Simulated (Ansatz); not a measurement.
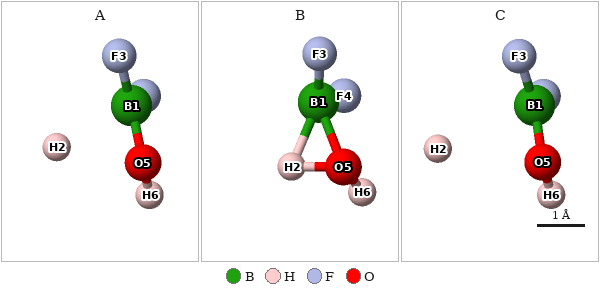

3 geometries from a converged minimum-energy path of BH$_{2}$OF$_{2}$ (multiplicity 2), made up at the start of BHOF₂ and H, shuffled. Style: ball-and-stick. Shown face on.

The calculation used Ansatz, UKS B3LYP-D4/cc-pVDZ. Settings: 5 movable images; climbing image; force threshold 0.03 eV/Å; iteration limit 60; starting path through a guess of the saddle point.

> Which of them lies highest in energy?

B. In order along the path, whose images run from 0 to 6: C (image 2, +5.5 kJ/mol), A (image 3, +21.2 kJ/mol), B (image 5, +135.6 kJ/mol). Breaking: B1–O5 (1.35 → 1.64 at the top → 1.84 Å). Forming: H2–O5 (3.20 → 1.13 at the top → 0.97 Å).

Limits of the set-up: the start holds two separate molecules, 3.0 Å apart at their closest, whose relative position is a soft coordinate.

Cost: 2.7 min on 2 threads of Arm Neoverse V1 (shared host), peak memory 0.15 GiB.
